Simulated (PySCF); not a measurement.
# [B2H5]− (SMILES B[BH3-]): levels of theory compared

We compute a comparison of 4 runs (SVWN5/STO-3G, wB97X-V/STO-3G, CCSDTQ/STO-3G, NEVPT2(2,2)/STO-3G) of [B2H5]−. Input form: a Python script.

The calculation is run with PySCF 2.14.0.

### Step 1. The system as given

[B2H5]−: 7 atoms, total charge -1, spin state singlet. As SMILES, `B[BH3-]`. The coordinates come from a GFN2-xTB relaxation.

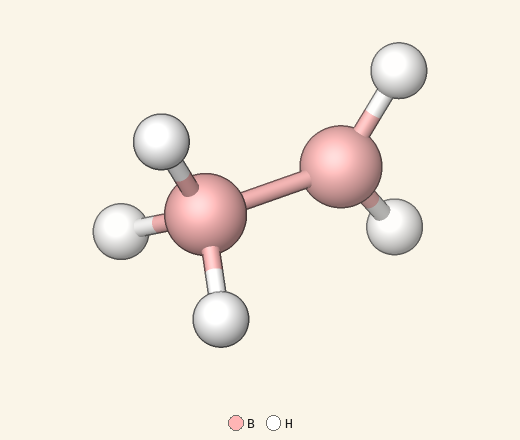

Viewed from a chosen angle; boron pink, hydrogen white.

### Step 2. The energy at SVWN5/STO-3G (run 1)

run.py

```python
from pyscf import gto, dft

mol = gto.M(
    atom='''
B      0.210010    -0.813600     0.474350
B     -0.119910     0.613520    -0.349380
H      1.262150    -1.128320     0.968990
H     -0.606320    -1.678230     0.657480
H     -0.531530     0.371570    -1.495060
H     -1.042200     1.230100     0.207460
H      0.827810     1.404960    -0.463840
''',
    verbose=4,
    max_memory=1860,
    basis='sto-3g',
    charge=-1,
    spin=0,
)

myscf = dft.RKS(mol)
myscf.xc = 'svwn'
myscf.conv_tol = 1e-10
myscf.grids.level = 5
myscf.kernel()
if not myscf.converged:
    myscf = myscf.newton().run(myscf.mo_coeff, myscf.mo_occ)

energy = myscf.e_tot
print(f'total energy: {energy:.8f} hartree')
```

Launch:

```console
$ OMP_NUM_THREADS=1 python run.py
```

The log of the run:

```text
PySCF version 2.14.0

[... 73 lines left out ...]
converged SCF energy = -51.2952563397009
total energy: -51.29525634 hartree
```

Run time: 2.1 s. Hardware: 1 thread of Intel Xeon Platinum 8375C at 2.90GHz (Ice Lake), shared host; peak memory 0.14 GiB.

### Step 3. The energy at wB97X-V/STO-3G (run 2)

input.py

```python
from pyscf import gto, dft

mol = gto.M(
    atom=[
    ('B', (0.210010, -0.813600, 0.474350)),
    ('B', (-0.119910, 0.613520, -0.349380)),
    ('H', (1.262150, -1.128320, 0.968990)),
    ('H', (-0.606320, -1.678230, 0.657480)),
    ('H', (-0.531530, 0.371570, -1.495060)),
    ('H', (-1.042200, 1.230100, 0.207460)),
    ('H', (0.827810, 1.404960, -0.463840)),
],
    charge=-1,
    basis='sto-3g',
    verbose=4,
    max_memory=1860,
)

mf = dft.RKS(mol)
mf.xc = 'wb97x-v'
mf.conv_tol = 1e-10
mf.grids.level = 5
mf.nlcgrids.level = 1
mf.kernel()
if not mf.converged:
    mf = mf.newton().run(mf.mo_coeff, mf.mo_occ)

e_tot = mf.e_tot
print(f'total energy: {e_tot:.8f} hartree')
```

Launch:

```console
$ OMP_NUM_THREADS=1 python input.py
```

The log of the run:

```text
PySCF version 2.14.0

[... 82 lines left out ...]
converged SCF energy = -51.9301952241964
total energy: -51.93019522 hartree
```

It took 24 s on 1 thread of Intel Xeon Platinum 8375C at 2.90GHz (Ice Lake), shared host; peak memory 0.19 GiB.

Run 3 isn't shown in full; the table further down has it.

### Step 4. The energy at NEVPT2(2,2)/STO-3G (run 4)

input.py

```python
import numpy
from pyscf import gto, scf, mp, mcscf, mrpt

molecule = gto.Mole()
molecule.atom = '''
B    0.210010  -0.813600   0.474350
B   -0.119910   0.613520  -0.349380
H    1.262150  -1.128320   0.968990
H   -0.606320  -1.678230   0.657480
H   -0.531530   0.371570  -1.495060
H   -1.042200   1.230100   0.207460
H    0.827810   1.404960  -0.463840
'''
molecule.spin = 0
molecule.verbose = 3
molecule.charge = -1
molecule.basis = 'sto-3g'
molecule.max_memory = 1860
molecule.build()

hf = scf.RHF(molecule)
hf.conv_tol = 1e-10
hf.kernel()
if not hf.converged:
    hf = hf.newton().run(hf.mo_coeff, hf.mo_occ)

pt = mp.MP2(scf.addons.convert_to_uhf(hf)).run()
noons, natorbs = mcscf.addons.make_natural_orbitals(pt)
print('natural occupations', numpy.round(noons[:40], 4))
cas = mcscf.CASSCF(hf, 2, 2)
cas.fix_spin_(ss=0.0)
cas.natorb = True
cas.kernel(natorbs)
e_pt2 = mrpt.NEVPT(cas).kernel()
energy = cas.e_tot + e_pt2
print('E = %.10f Eh' % energy)
```

Launch:

```console
$ OMP_NUM_THREADS=1 python input.py
```

The log of the run:

```text
converged SCF energy = -51.4794633018748
E(UMP2) = -51.5586088516851  E_corr = -0.0791455498103006
E(SCS-UMP2) = -51.5701348385723  E_corr = -0.0906715366974381
natural occupations [1.9999 1.9999 1.992  1.9904 1.9894 1.9884 1.9868 1.9856 0.012  0.0116
 0.0105 0.0099 0.009  0.0087 0.0058]
CASSCF energy = -51.4893300931055
CASCI E = -51.4893300931055  E(CI) = -0.843827102099979  S^2 = 0.0000000
Sr    (-1)',   E = -0.00000000001481
Si    (+1)',   E = -0.00000000002528
Sijrs (0)  ,   E = -0.05606083196971
Sijr  (+1) ,   E = -0.00186065641521
Srsi  (-1) ,   E = -0.00295192289681
Srs   (-2) ,   E = -0.00174166263830
Sij   (+2) ,   E = -0.00039004702094
Sir   (0)' ,   E = -0.00851468302700
Nevpt2 Energy = -0.071519804008037
E = -51.5608498971 Eh
```

It took 1.1 s on 1 thread of Intel Xeon Platinum 8375C at 2.90GHz (Ice Lake), shared host; peak memory 0.12 GiB.

### Step 5. Overview of the runs

```csv
run,level,nlc grid,integration grid,energy (Eh),HOMO energy (eV),LUMO energy (eV),HOMO–LUMO gap (eV),wall time
1,SVWN5/STO-3G,–,5,-51.295256,3.73,7.73,4.00,2.1 s
2,wB97X-V/STO-3G,1,5,-51.930195,-0.57,11.52,12.09,24 s
3,CCSDTQ/STO-3G,–,–,-51.590859,-1.57,13.99,15.56,43 s
4,"NEVPT2(2,2)/STO-3G",–,–,-51.560850,-1.57,13.99,15.56,1.1 s
```

### Step 6. Outcome

| quantity | value |
| --- | --- |
| run 4: total energy | -51.56085 Eh |
| run 4: HOMO energy (Hartree–Fock orbitals) | -1.57 eV |
| run 4: LUMO energy (Hartree–Fock orbitals) | 13.99 eV |
| run 4: HOMO–LUMO gap (to an unbound level, set by the basis) | 15.56 eV |

**Reading.** Totals of different functionals can't be ranked against each other. In run 1 the HOMO lies above zero, so the outermost electron may be held by the basis alone. In runs 1, 2, 3, 4 the basis is minimal, so the values are rough. All runs together took 70 s, the longest 43 s.
